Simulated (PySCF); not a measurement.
Consider C4H3F2O2 (doublet).

Input

```
{"job": {"kind": "epr", "basis": "pcH-1"}, "charge": 0, "multiplicity": 2}
O      0.762330    -2.245809     0.539356
C      0.516486    -1.092735     0.233320
C     -0.865304    -0.469025    -0.002682
C     -0.557539     1.010471    -0.223315
F     -0.932959     1.743948     0.867318
O      0.838340     1.146884    -0.360606
C      1.411773    -0.014180    -0.004967
F      2.724125    -0.021163     0.012939
H     -1.345756    -0.929045    -0.865377
H     -1.506871    -0.607068     0.867678
H     -1.039201     1.480393    -1.089629
```

Run with:

```sh
OMP_NUM_THREADS=1 python probes_run.py task.json out
```

Geometry: GFN2-xTB.

All numbers below come from PySCF, UKS B3LYP, pcH-1 on C F H O, non-relativistic, mean-field spin-orbit, GIAO.

What will maps of the electron density, electron localisation function and spin density show?

C–O (1.22 Å): ρ at the midpoint is about 3.2 e/Å³; the ELF peaks at about 0.85 between the atoms: a multiple bond.
C–F (1.31 Å): ρ is about 2.5 e/Å³ halfway; the ELF peaks at about 0.85 between the atoms (a shared but strongly polarised pair).
C–C (1.42 Å): the density is about 2 e/Å³ at the midpoint; the ELF peaks at about 0.95 between the atoms; a covalent bond.
C–O (1.34 Å): ρ at the midpoint is about 2.4 e/Å³; the ELF peaks at about 0.90 between the atoms: a polar covalent bond.
The unpaired spin (1 electron) lies mostly on C7 (about 0.4), O1 (about 0.3), O6 (about 0.1), C2 (about 0.1) and F8 (about 0.1), in electrons by Hirshfeld's partition.

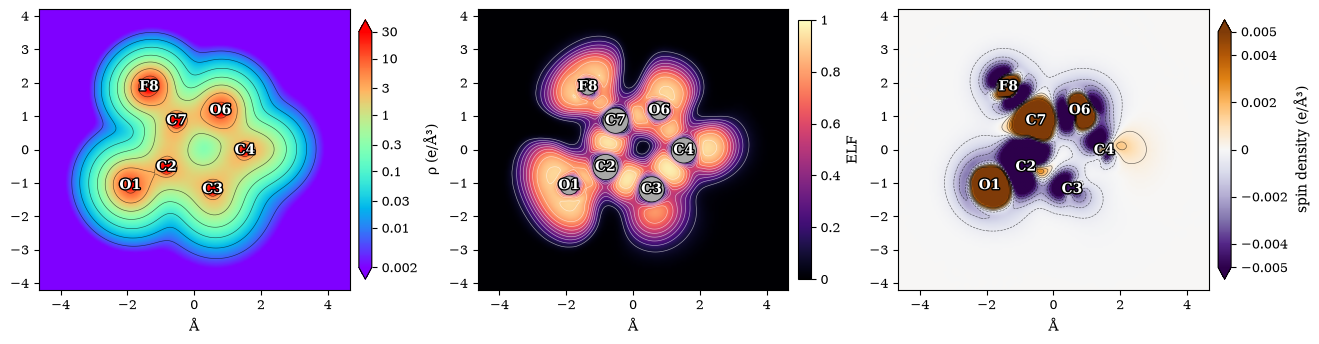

Computed electron density, electron localisation function and spin density on the plane of atoms O6, C7 and F8, in this order. Grey discs cover the atomic cores in the ELF map. 
